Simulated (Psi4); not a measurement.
# A workflow on C2H2FSi (SMILES C#C[SiH]F), part 1 of 2

We compute a structure relaxation (UB3LYP-D3(BJ)/def2-SVP), then the harmonic vibrations of C2H2FSi. 

The results are computed with Psi4 1.11.

**1. The structure to begin with**

The species is C2H2FSi (6 atoms), meant as a doublet with charge 0. SMILES: `C#C[SiH]F`. The coordinates come from a PBE0-D4/def2-TZVP relaxation. The run starts from this shape.

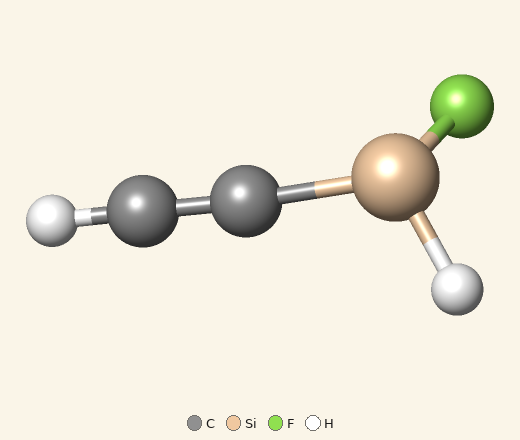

The structure, seen from a chosen angle (carbon grey, silicon light orange, fluorine green, hydrogen white).

**2. A geometry optimisation at UB3LYP-D3(BJ)/def2-SVP (density fitting) (run 1)**

c2h2fsi.inp

```
memory 1600 MB

molecule m {
  0 2
  C      0.118100    -0.680000    -1.605700
  C      0.120400    -0.213700    -0.490100
  Si     0.338300     0.466700     1.168800
  F     -0.478000    -0.412300     2.226800
  H      0.100300    -1.089200    -2.590300
  H     -0.157100     1.864400     1.244300
  units angstrom
}

set {
  basis def2-SVP
  reference uks
  geom_maxiter 60
}

e_tot, wfn = optimize('b3lyp-d3(bj)', return_wfn=True)
print_variables()
```

Launch:

```
$ psi4 c2h2fsi.inp c2h2fsi.out -n 1
```

c2h2fsi.out:

```text
Psi4 1.11 release

gradient() will perform analytic gradient computation.

   => Loading Basis Set <=

    Name: DEF2-SVP
    Role: ORBITAL
    Keyword: BASIS

   => B3LYP-D3(BJ): Empirical Dispersion <=

        s6 =       1.000000
        s8 =       1.988900
        a1 =       0.398100
        a2 =       4.421100

         ---------------------------------------------------------
                                   SCF
                              UKS Reference
                        1 Threads,   1525 MiB Core
         ---------------------------------------------------------

  ==> Geometry <==

    Molecular point group: c1
    Full point group: C1

    Geometry (in Angstrom), charge = 0, multiplicity = 2:

       Center              X                  Y                   Z               Mass
    ------------   -----------------  -----------------  -----------------  -----------------
         C            0.074421821087    -0.615343462155    -2.270151190563    12.000000000000
         C            0.076721821087    -0.149043462155    -1.154551190563    12.000000000000
         SI           0.294621821087     0.531356537845     0.504348809437    27.976926534650
         F           -0.521678178913    -0.347643462155     1.562348809437    18.998403162730
         H            0.056621821087    -1.024543462155    -3.254751190563     1.007825032230
         H           -0.200778178913     1.929056537845     0.579848809437     1.007825032230

  Running in c1 symmetry.

  Rotational constants: A =      0.73453  B =      0.11372  C =      0.09993 [cm^-1]
  Rotational constants: A =  22020.64821  B =   3409.35329  C =   2995.86339 [MHz]
  Nuclear repulsion =  130.576000701221830

  Charge       = 0
  Multiplicity = 2
  Electrons    = 37
  Nalpha       = 19
  Nbeta        = 18

  ==> Algorithm <==

  SCF Algorithm Type is DF.
  DIIS enabled.
  MOM disabled.
  Fractional occupation disabled.
  Guess Type is SAD.
  Energy threshold   = 1.00e-08
  Density threshold  = 1.00e-08
  Integral threshold = 1.00e-12

  ==> Primary Basis <==

  Basis Set: DEF2-SVP
    Blend: DEF2-SVP
    Number of shells: 32
    Number of basis functions: 70
    Number of Cartesian functions: 74
    Spherical Harmonics?: true
    Max angular momentum: 2

  ==> DFT Potential <==

   => LibXC <=

    Version 7.1.2

   => Composite Functional: B3LYP-D3BJ2B <=

    B3LYP-d3bj2b Hyb-GGA Exchange-Correlation Functional

    Deriv               =              1
    GGA                 =           TRUE
    Meta                =          FALSE

    Exchange Hybrid     =           TRUE
    MP2 Hybrid          =          FALSE

   => Exchange Functionals <=

    0.0800   Slater exchange
    0.7200         Becke 88

   => Exact (HF) Exchange <=

    0.2000               HF

   => Correlation Functionals <=

    0.1900   Vosko, Wilk & Nusair (VWN5_RPA)
    0.8100   Lee, Yang & Parr

   => LibXC Density Thresholds  <==

    XC_HYB_GGA_XC_B3LYP:  1.00E-15

   => Molecular Quadrature <=

    Radial Scheme          =       TREUTLER
    Pruning Scheme         =           NONE
    Nuclear Scheme         =       TREUTLER

    Blocking Scheme        =         OCTREE
    BS radius alpha        =              1
    Pruning alpha          =              1
    Radial Points          =             75
    Spherical Points       =            302
    Total Points           =         130241
    Total Blocks           =           1063
    Max Points             =            256
    Max Functions          =             68
    Weights Tolerance      =       1.00E-15

   => Loading Basis Set <=

    Name: (DEF2-SVP AUX)
    Role: JKFIT
    Keyword: DF_BASIS_SCF

  ==> Integral Setup <==

  DFHelper Memory: AOs need 0.016 GiB; user supplied 0.915 GiB.
  SCF_SUBTYPE=INCORE selected. In-core MEM_DF algorithm will be used.
  Using in-core AOs.

  ==> MemDFJK: Density-Fitted J/K Matrices <==

    J tasked:                   Yes
    K tasked:                   Yes
    wK tasked:                   No
    Memory [MiB]:               936
    Algorithm:                 Core
    Schwarz Cutoff:           1E-12
    Mask sparsity (%):       3.5102
    Fitting Condition:        1E-10

   => Auxiliary Basis Set <=

  Basis Set: (DEF2-SVP AUX)
    Blend: DEF2-UNIVERSAL-JKFIT
    Number of shells: 125
    Number of basis functions: 391
    Number of Cartesian functions: 466
    Spherical Harmonics?: true
    Max angular momentum: 4

  Cached 100.0% of DFT collocation blocks in 0.203 [GiB].

  Minimum eigenvalue in the overlap matrix is 9.5309333219E-04.
  Reciprocal condition number of the overlap matrix is 2.2745986635E-04.
    Using symmetric orthogonalization.

  ==> Pre-Iterations <==

  SCF Guess: Superposition of Atomic Densities via on-the-fly atomic UHF (no occupation information).

   -------------------------
    Irrep   Nso     Nmo
   -------------------------
     A         70      70
   -------------------------
    Total      70      70
   -------------------------

  ==> Iterations <==

                           Total Energy        Delta E     RMS |[F,P]|

[... 1 line left out ...]
   @DF-UKS iter   1:  -466.19862892494581   -3.60161e-01   9.85169e-03 ADIIS/DIIS
[... 2 lines left out ...]
   @DF-UKS iter   4:  -466.46320191273924   -1.20262e-02   2.91831e-03 ADIIS/DIIS
[... 2 lines left out ...]
   @DF-UKS iter   7:  -466.48585450581226   -1.90285e-04   6.06552e-05 DIIS
[... 2 lines left out ...]
   @DF-UKS iter  10:  -466.48586987366161   -6.52523e-08   9.81704e-07 DIIS
[... 2 lines left out ...]
   @DF-UKS iter  13:  -466.48586988687140   -2.48349e-10   4.53387e-08 DIIS
[... 2 lines left out ...]
  Energy and wave function converged.
[... 10 lines left out ...]
   @S^2 Observed:                7.535736801E-01
[... 42 lines left out ...]
    Final Occupation by Irrep:
[... 11 lines left out ...]
    One-Electron Energy =                -902.9130887194837669
[... 2 lines left out ...]
    Empirical Dispersion Energy =          -0.0073413296981033
[... 25 lines left out ...]
 Dipole X            :         -0.0946455            0.3634083            0.2687628
[... 76 lines left out ...]
    Weights Tolerance      =       1.00E-15
[... 56 lines left out ...]
	   Step    Total Energy     Delta E     Max Force     RMS Force      Max Disp      RMS Disp   ~
[... 142 lines left out ...]
                           Total Energy        Delta E     RMS |[F,P]|
[... 3 lines left out ...]
   @DF-UKS iter   2:  -466.48656952952240    1.88218e-04   3.49712e-04 ADIIS/DIIS
[... 2 lines left out ...]
   @DF-UKS iter   5:  -466.48687916811497   -9.62758e-07   6.03876e-06 DIIS
[... 2 lines left out ...]
   @DF-UKS iter   8:  -466.48687925037581   -4.34915e-09   2.46777e-07 DIIS
[... 2 lines left out ...]
   @DF-UKS iter  11:  -466.48687925199670   -1.48930e-11   9.76327e-09 DIIS
[... 10 lines left out ...]
   @S^2 Expected:                7.500000000E-01
[... 2 lines left out ...]
   @S   Observed:                5.000000000E-01
[... 12 lines left out ...]
    Nuclear Repulsion Energy =            129.1700252082510190
[... 2 lines left out ...]
    DFT Exchange-Correlation Energy =     -34.6360547266407650
[... 2 lines left out ...]
    Total Energy =                       -466.4868792519966973
[... 25 lines left out ...]
 Dipole Z            :          3.4161557           -4.0281733           -0.6120176
[... 95 lines left out ...]
	Measures of convergence in internal coordinates in au.
[... 79 lines left out ...]
    Weights Tolerance      =       1.00E-15
[... 39 lines left out ...]
   @DF-UKS iter   1:  -466.48692600263138   -3.69562e-03   6.83177e-05 DIIS
[... 2 lines left out ...]
   @DF-UKS iter   4:  -466.48693689295391   -1.59122e-08   1.14315e-05 DIIS
[... 2 lines left out ...]
   @DF-UKS iter   7:  -466.48693724404120   -2.14703e-09   2.52577e-07 DIIS
[... 2 lines left out ...]
   @DF-UKS iter  10:  -466.48693724501430   -4.84874e-11   1.50185e-08 DIIS
[... 10 lines left out ...]
   @Spin Contamination Metric:   3.787117195E-03
[... 2 lines left out ...]
   @S   Expected:                5.000000000E-01
[... 9 lines left out ...]
  @DF-UKS Final Energy:  -466.48693724501868
[... 5 lines left out ...]
    Two-Electron Energy =                 338.9670249340726400
[... 2 lines left out ...]
    VV10 Nonlocal Energy =                  0.0000000000000000
[... 25 lines left out ...]
 Dipole Y            :         -1.0444511            1.1998086            0.1553576
[... 94 lines left out ...]
	                                 ==> Convergence Check <==
[... 8 lines left out ...]
	  Convergence Criteria     1.00e-06 *    3.00e-04 *             o    1.20e-03 *             o
[... 94 lines left out ...]
   @DF-UKS iter   0:  -466.48651134651317   -4.66487e+02   9.24859e-05
[... 2 lines left out ...]
   @DF-UKS iter   3:  -466.48694132660762   -1.63314e-06   6.16440e-06 DIIS
[... 2 lines left out ...]
   @DF-UKS iter   6:  -466.48694142621849   -9.94476e-10   2.09874e-07 DIIS
[... 2 lines left out ...]
   @DF-UKS iter   9:  -466.48694142639488   -1.98952e-12   6.01804e-09 DIIS
[... 10 lines left out ...]
   @S^2 Expected:                7.500000000E-01
[... 2 lines left out ...]
   @S   Observed:                5.000000000E-01
[... 51 lines left out ...]
    Nuclear Repulsion Energy =            128.9695130827366825
[... 2 lines left out ...]
    DFT Exchange-Correlation Energy =     -34.6349672279397680
[... 2 lines left out ...]
    Total Energy =                       -466.4869414263948784
[... 25 lines left out ...]
 Dipole Z            :          3.4096068           -4.0330565           -0.6234497
[... 34 lines left out ...]
    Blocking Scheme        =         OCTREE
    BS radius alpha        =              1
    Pruning alpha          =              1
    Radial Points          =             75
    Spherical Points       =            302
    Total Points           =         130271
    Total Blocks           =           1060
    Max Points             =            256
    Max Functions          =             68
    Weights Tolerance      =       1.00E-15

  -Total Gradient:
     Atom            X                  Y                   Z
    ------   -----------------  -----------------  -----------------
       1        0.000060009134     0.000100604067     0.000139426582
       2       -0.000065892177    -0.000089692680    -0.000338059064
       3       -0.000004766128     0.000044698453     0.000020005791
       4        0.000093200688     0.000065560007     0.000053496793
       5       -0.000006078627     0.000017466655     0.000080979387
       6        0.000043208824     0.000108893721    -0.000084417774

	total time  =          3 seconds =       0.05 minutes

    			-----------------------------------------

    			 OPTKING 3.0: for geometry optimizations

    			        with contributions from

    			-----------------------------------------

	                            ===> Fragment 1 <==

	 Z (Atomic Numbers)          Masses                          Geom
	       6.000000            12.000000          0.14269591 -1.16751893 -4.33234236
	       6.000000            12.000000          0.15368627 -0.27815583 -2.20380345
	      14.000000            27.976927          0.56480216  1.01677196  0.95287007
	       9.000000            18.998403         -1.00413019 -0.67561641  2.99767078
	       1.000000             1.007825          0.10279889 -1.94596317 -6.20874195
	       1.000000             1.007825         -0.38176045  3.67004789  1.07334233

	 - Coordinate -           - BOHR/RAD -       - ANG/DEG -
	 R(1,2)           =         2.306895           1.220756
	 R(1,5)           =         2.031857           1.075212
	 R(2,3)           =         3.436632           1.818588
[... 9 lines of this table left out ...]
	 D(1,2,3,6)       =         2.046491         117.255320

	        --- Internal Coordinate Step in ANG or DEG, aJ/ANG or AJ/DEG ---
	-------------------------------------------------------------------------------
	           Coordinate      Previous         Force          Change          New
	           ----------      --------        ------          ------        ------
	               R(1,2)       1.22076        0.00214        0.00011       1.22087
	               R(1,5)       1.07521        0.00071        0.00010       1.07532
	               R(2,3)       1.81859       -0.00069       -0.00014       1.81845
[... 9 lines of this table left out ...]
	           D(1,2,3,6)     117.25532        0.00001        0.04275     117.29807
	-------------------------------------------------------------------------------

	                                 ==> Convergence Check <==

	Measures of convergence in internal coordinates in au.

	Criteria marked as inactive (o), active & met (*), and active & unmet ( ).

	----------------------------------------------------------------------------------------------
	   Step    Total Energy     Delta E     Max Force     RMS Force      Max Disp      RMS Disp
	----------------------------------------------------------------------------------------------
	  Convergence Criteria     1.00e-06 *    3.00e-04 *             o    1.20e-03 *             o
	----------------------------------------------------------------------------------------------
	     4    -466.48694143   -4.18e-06      2.59e-04 *    1.06e-04 o    7.46e-04 *    3.82e-04 o  ~
	----------------------------------------------------------------------------------------------

Next Geometry in Ang
	Fragment 1 (Ang)

	    C   0.0755685944  -0.6178930028  -2.2924002708
	    C   0.0819917401  -0.1471122794  -1.1659718298
	   Si   0.2993765117   0.5382937400   0.5042724109
	    F  -0.5316746576  -0.3575110529   1.5855279135
	    H   0.0538596653  -1.0298757556  -3.2854266170
	    H  -0.2023856425   1.9419582960   0.5682187237

    Final optimized geometry and variables:
    Molecular point group: c1
    Full point group: C1

    Geometry (in Angstrom), charge = 0, multiplicity = 2:

    C            0.075511423110    -0.617824411521    -2.292576844895
    C            0.081327270234    -0.147193724718    -1.166202564585
    SI           0.298880432109     0.538052547109     0.504237127326
    F           -0.531362814762    -0.357520806879     1.586299061422
    H            0.054398831936    -1.029759362807    -3.285524746918
    H           -0.202018931243     1.942105704063     0.567988298181

  Variable Map:
  ----------------------------------------------------------------------------
  "B3LYP-D3(BJ) DISPERSION CORRECTION ENERGY" =>      -0.007298984122
  "CURRENT ENERGY"                            =>    -466.486941426395
  "CURRENT REFERENCE ENERGY"                  =>    -466.486941426395
  "DD SOLVATION ENERGY"                       =>       0.000000000000
  "DFT FUNCTIONAL TOTAL ENERGY"               =>    -466.479642442273
  "DFT TOTAL ENERGY"                          =>    -466.486941426395
  "DFT VV10 ENERGY"                           =>       0.000000000000
  "DFT XC ENERGY"                             =>     -34.634967227940
  "DISPERSION CORRECTION ENERGY"              =>      -0.007298984122
  "GRID ELECTRONS ALPHA"                      =>      18.999977581678
  "GRID ELECTRONS BETA"                       =>      17.999979037150
  "GRID ELECTRONS TOTAL"                      =>      36.999956618828
  "NUCLEAR REPULSION ENERGY"                  =>     128.969513082737
  "ONE-ELECTRON ENERGY"                       =>    -899.749421025473
  "OPTIMIZATION ITERATIONS"                   =>       4.000000000000
  "PCM POLARIZATION ENERGY"                   =>       0.000000000000
  "PE ENERGY"                                 =>       0.000000000000
  "SCF ITERATION ENERGY"                      =>    -466.486941426395
  "SCF ITERATIONS"                            =>       9.000000000000
  "SCF TOTAL ENERGY"                          =>    -466.486941426395
  "TWO-ELECTRON ENERGY"                       =>     338.935232728403
  "XC GRID RADIAL POINTS"                     =>      75.000000000000
  "XC GRID SPHERICAL POINTS"                  =>     302.000000000000
  "XC GRID TOTAL POINTS"                      =>  130271.000000000000

  Array Variable Map:
  ----------------------------------------------------------------------------
  "-D GRADIENT"                               =>      -0.000004463678 ... 0.000082059566 6 by 3
  "B3LYP-D3(BJ) DISPERSION CORRECTION GRADIENT" =>      -0.000004463678 ... 0.000082059566 6 by 3
  "CURRENT DIPOLE"                            =>       0.291285393365 ... -0.623449692542 1 by 3
  "CURRENT GRADIENT"                          =>       0.000060009134 ... -0.000084417774 6 by 3
  "DFT TOTAL GRADIENT"                        =>       0.000060009134 ... -0.000084417774 6 by 3
  "DISPERSION CORRECTION GRADIENT"            =>      -0.000004463678 ... 0.000082059566 6 by 3
  "SCF DIPOLE"                                =>       0.291285393365 ... -0.623449692542 1 by 3
  "SCF TOTAL ENERGIES"                        =>    -466.486511346513 ... -466.486941426395 1 by 10
  "SCF TOTAL GRADIENT"                        =>       0.000060009134 ... -0.000084417774 6 by 3

    Psi4 run time: 0:01:11.52

[set-up sections that repeat, and orbital energies of the middle runs, are left out above]
```

On the terminal:

```text
Optimizer: Optimization complete!
```

Wall time 75 s (1 thread of Intel Xeon at 2.50GHz (Skylake/Cascade Lake), shared host); peak memory 0.47 GiB.

Steps, from the record of the run:

```csv
step,energy from the first frame kept (eV),largest force (eV/Å)
0,0.0000,1.1621
1,-0.0275,0.3206
2,-0.0290,0.0691
3,-0.0292,0.0183
```

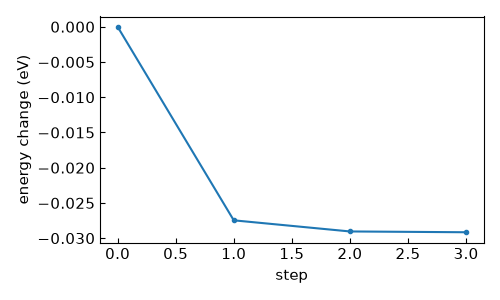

Energy along the run.

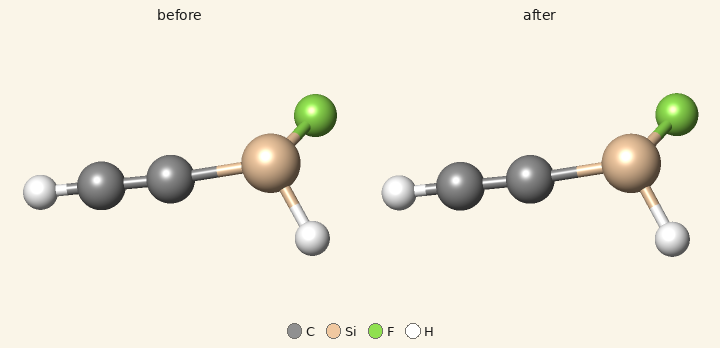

Before and after, at one scale.

After the run. Bond lengths: C1–C2 1.221 Å, C2–Si3 1.819 Å, Si3–F4 1.632 Å, C1–H5 1.075 Å, Si3–H6 1.492 Å. Angles: C1–C2–Si3 173.4°, C2–Si3–F4 110.0°, C2–C1–H5 179.1°, C2–Si3–H6 110.7°, F4–Si3–H6 108.5°.

**3. The harmonic vibrations at UB3LYP-D3(BJ)/def2-SVP (density fitting) (run 2)**

calc.py

```python
import psi4

psi4.set_memory(1600000000)
psi4.set_num_threads(1)
psi4.core.set_output_file('output.dat', False)

m = psi4.geometry("""
0 2
C      0.119190    -0.682481    -1.628126
C      0.125005    -0.211850    -0.501751
Si     0.342559     0.473396     1.168688
F     -0.487685    -0.422177     2.250750
H      0.098077    -1.094416    -2.621074
H     -0.158341     1.877449     1.232439
""")

psi4.set_options({
    'basis': 'def2-SVP',
    'reference': 'uks',
    't': 298.15,
    'rotational_symmetry_number': 1,
})

E, wfn = psi4.frequencies('b3lyp-d3(bj)', return_wfn=True)
print(f'total energy {E:.8f} hartree = {E * 27.211386:.5f} eV')
print('wavenumbers / cm^-1:', wfn.frequencies().np.round(1))
for k in ('ZPVE', 'ENTHALPY', 'GIBBS FREE ENERGY'):
    print(f'{k}: {psi4.variable(k):.8f} Eh')
```

Launch:

```
$ python calc.py
```

output.dat (excerpt; [...] marks lines left out):

```text
[...]
  Running in c1 symmetry.
[...]
  Nuclear repulsion =  128.969506968676825
[...]
  Multiplicity = 2
[...]
  Nalpha       = 19
  Nbeta        = 18
[...]
    Number of basis functions: 70
[...]
   @DF-UKS iter   1:  -466.20890459803803   -4.20302e-01   9.70636e-03 ADIIS/DIIS
[...]
   @DF-UKS iter  15:  -466.48693852140627   -8.52651e-13   3.74186e-09 DIIS
[...]
   @S^2 Observed:                7.537749550E-01
[...]
  @DF-UKS Final Energy:  -466.48693852140627
   => Energetics <=
    Nuclear Repulsion Energy =            128.9769624156305383
    One-Electron Energy =                -899.7627560219318639
    Two-Electron Energy =                 338.9416254339354282
    DFT Exchange-Correlation Energy =     -34.6354705537111087
    Empirical Dispersion Energy =          -0.0072997953292482
    VV10 Nonlocal Energy =                  0.0000000000000000
    Total Energy =                       -466.4869385214062731
[...]
  -Total Gradient:
     Atom            X                  Y                   Z
    ------   -----------------  -----------------  -----------------
       1        0.000039962045    -0.000383751617    -0.001128066230
       2       -0.000089721634    -0.000045481125    -0.000303519789
       3       -0.000011680916     0.000051677479     0.000087957716
       4        0.000101509399     0.000032458659     0.000052633873
       5        0.000019091200     0.000505531769     0.001320661909
       6        0.000060837011     0.000086946943    -0.000158344701
[...]
  ==> Harmonic Vibrational Analysis <==
[...]
  Freq [cm^-1]                 147.1923            240.4327            352.6401
[...]
  IR activ [km/mol]             2.4464              7.9999             24.8687
[...]
  Freq [cm^-1]                 632.3835            682.8947            710.6728
[...]
  IR activ [km/mol]            53.6855             60.7643             37.9091
[...]
  Freq [cm^-1]                 758.0657            780.4603            893.6711
[...]
  IR activ [km/mol]            23.7149             31.9258             173.0301
[...]
  Freq [cm^-1]                2111.7127           2194.6547           3453.1335
[...]
  IR activ [km/mol]            31.9242             118.6057            59.7120
[...]
  Total E_0, Enthalpy at 0 [K]                                                         -466.45742113 [Eh]
[...]
  Total H, Enthalpy at  298.15 [K]                                                     -466.45153504 [Eh]
[...]
```

The script printed:

```text
Warning: used thermodynamics relations inappropriate for low-frequency modes: ['147.1923' '240.4327' '352.6401']
total energy -466.48694143 hartree = -12693.75623 eV
wavenumbers / cm^-1: [ 147.2  240.4  352.6  632.4  682.9  710.7  758.1  780.5  893.7 2111.7
 2194.7 3453.1]
ZPVE: 0.02952030 Eh
ENTHALPY: -466.45153504 Eh
GIBBS FREE ENERGY: -466.48588527 Eh
```

Run time: 11 min. Hardware: 1 thread of Intel Xeon at 2.50GHz (Skylake/Cascade Lake), shared host; peak memory 0.47 GiB.

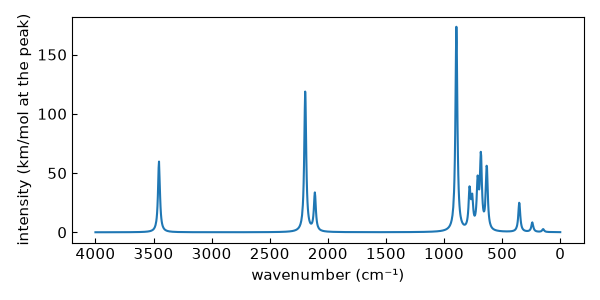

Harmonic infrared spectrum, unscaled, lines broadened by 10 cm⁻¹.

(Continued in part 2 of 2.)
